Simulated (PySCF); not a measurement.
F3Sb, SMILES `F[Sb](F)F`.

Computed with PySCF, PBE0/def2-TZVP, geometry: GFN2-xTB. Core potentials replace the inner electrons of Sb; spin–orbit coupling isn't included. No frequency check shows the geometry to be a minimum. GFN2-xTB bond lengths at metals and heavier atoms can be off by up to 0.1 Å and shapes distorted, which carries into these values.

Coordinates in Å:

```
F1      -1.3201    0.8367    0.7641
Sb2     -0.0015    0.0000   -0.4027
F3       1.3888    0.7273    0.7569
F4      -0.0604   -1.5640    0.7608
```

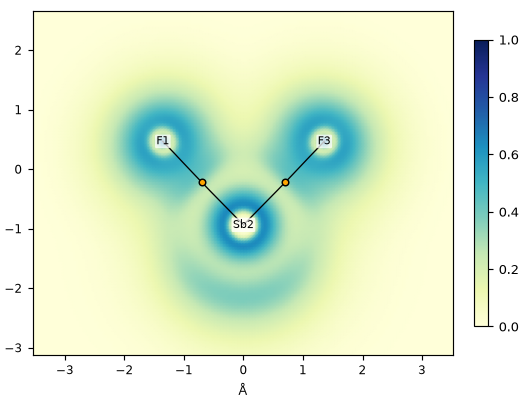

Localised orbital locator (LOL) in the plane of F1, Sb2 and F3, with bond paths and bond critical points (dots).

Q: What values does LOL take at the bond critical points in this plane?

A: F1–Sb2 and Sb2–F3: about 0.34. Values above 0.5 mark slow, localised electrons, as in shared pairs; low values at a critical point mark a polar or closed-shell contact whose critical point lies between the shells.
